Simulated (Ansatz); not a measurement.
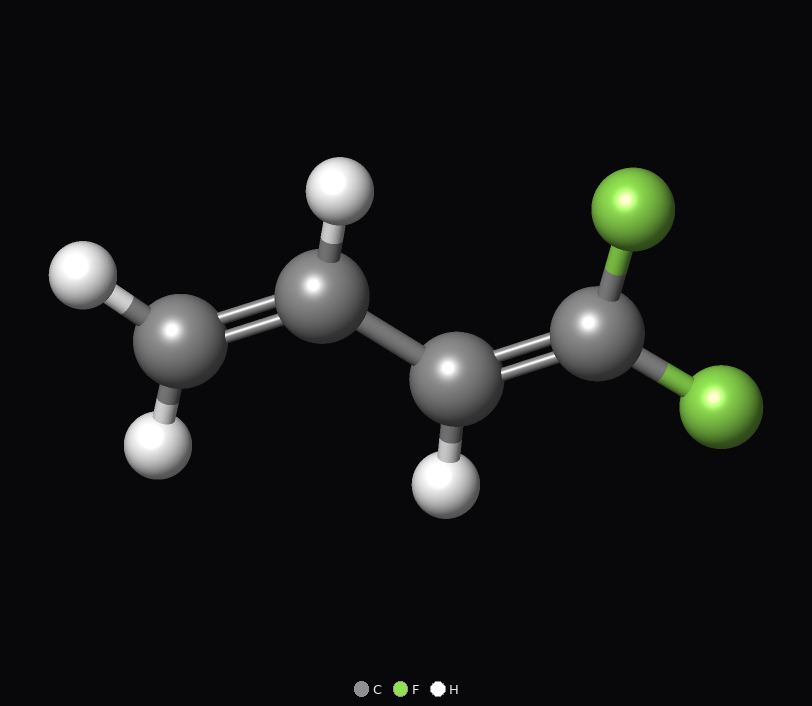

The picture shows a molecular structure as a ball-and-stick model. Multiple sticks mark multiple bonds (one Kekulé form).

The computed structure is the end point of a PBE0-D4/def2-TZVP optimisation.

> Which formula does it have?

C₄H₄F₂, 10 atoms: 4 carbon, 4 hydrogen and 2 fluorine.

> What is the point group of this geometry?

Cs.

> Does it have rings?

It has no ring.

The parts below concern this one geometry. Atoms keep their numbers from picture to picture.

**Geometry**

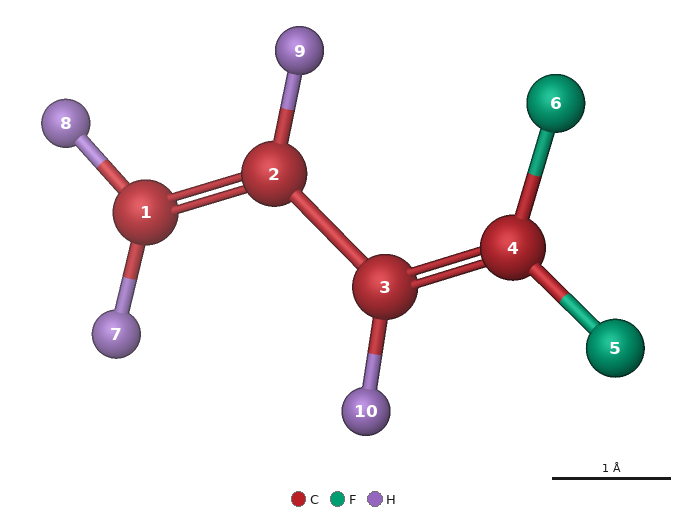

Numbered structure.

Which atoms are bonded, and how long are the bonds?

```
  bond  length (Å)   order
 C1–C2       1.332  double
 C1–H7       1.085  single
 C1–H8       1.082  single
 C2–C3       1.445  single
 C2–H9       1.086  single
 C3–C4       1.325  double
C3–H10       1.083  single
 C4–F5       1.312  single
 C4–F6       1.313  single
```

**Electronic properties**

Properties computed with RKS PBE-D4/def2-TZVPP (Ansatz 0.2.0).

Predict the main results.

- dipole moment: 0.70 D
- HOMO energy (Kohn–Sham orbital): −5.67 eV
- LUMO energy (Kohn–Sham orbital): −1.64 eV
- HOMO–LUMO gap: 4.03 eV
- dispersion correction: −16.9 kJ/mol

**Vibrations**

Harmonic vibrations computed with RKS PBE0-D4/def2-TZVP (Ansatz 0.2.0) at a stationary point of the same level.

> List the wavenumbers.

24 modes: 135, 174, 234, 390, 491, 615, 619, 685, 863, 915, 935, 1015, 1032, 1211, 1237, 1323, 1372, 1462, 1699, 1796, 3161, 3181, 3221, 3255 cm⁻¹.

**Charges**

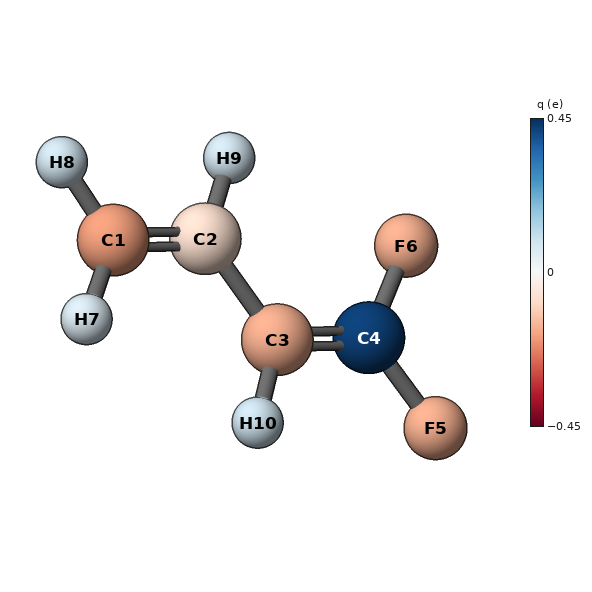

Atoms are coloured by their Mulliken charges. Level of theory: RKS r2SCAN-D4/def2-TZVPP (Ansatz 0.2.0).

List the Mulliken charges.

```json
{"atom": "C1", "value (e)": "−0.19"}
{"atom": "C2", "value (e)": "−0.07"}
{"atom": "C3", "value (e)": "−0.16"}
{"atom": "C4", "value (e)": "0.42"}
{"atom": "F5", "value (e)": "−0.16"}
{"atom": "F6", "value (e)": "−0.16"}
{"atom": "H7", "value (e)": "0.06"}
{"atom": "H8", "value (e)": "0.09"}
{"atom": "H9", "value (e)": "0.08"}
{"atom": "H10", "value (e)": "0.09"}
```

Mulliken values depend strongly on the basis set and can even reverse the polarity of a bond.
